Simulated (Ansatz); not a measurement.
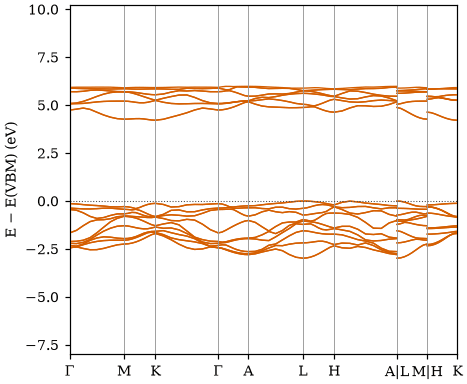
*Band structure from plane-wave PAW r²SCAN with spin–orbit coupling (Ansatz code)*

Q: Read off the gap and where the band edges lie.

A: About 4.2 eV (4.21 eV by a search for the band edges); maximum at L, minimum at K.

The material is La2O3 (La2O3 or Ni2Al3 type, P-3m1).

The r²SCAN relaxation kept the symmetry of its start.

Potentials: the later of the program's two PAW sets.
